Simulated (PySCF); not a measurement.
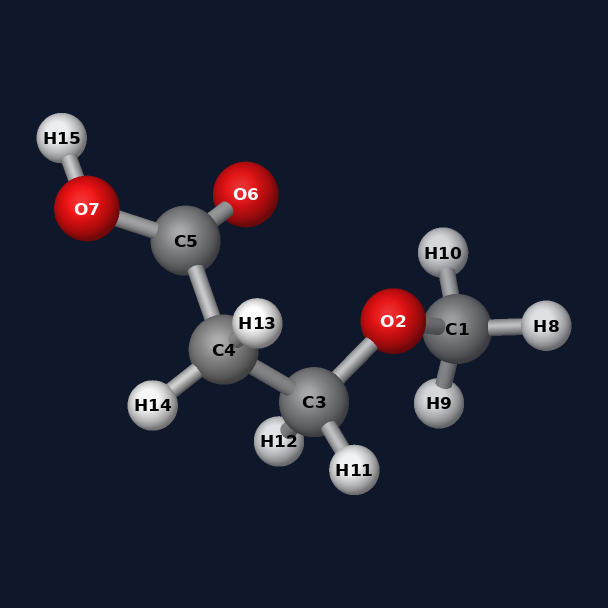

State: charge +1, doublet. Computed geometry: GFN2-xTB optimisation. No frequency run is at hand to confirm it as a minimum. Properties computed with UKS B3LYP, pcH-1 on C H O, non-relativistic (PySCF 2.14.0).

Give the isotropic hyperfine couplings (Fermi-contact term alone) of C1, O2, C3, C4, C5, O6, O7, H8, H9, H10, H11, H12, H13, H14, H15.

```
atom  isotope  a_iso (MHz)
  C1      13C        −21.9
  O2      17O        −67.0
  C3      13C        −24.6
  C4      13C         −4.6
  C5      13C         −6.7
  O6      17O        −35.7
  O7      17O        −13.9
  H8       1H         99.3
  H9       1H          3.0
 H10       1H        136.2
 H11       1H        189.0
 H12       1H         32.9
 H13       1H          4.1
 H14       1H         −6.0
 H15       1H          0.2
```
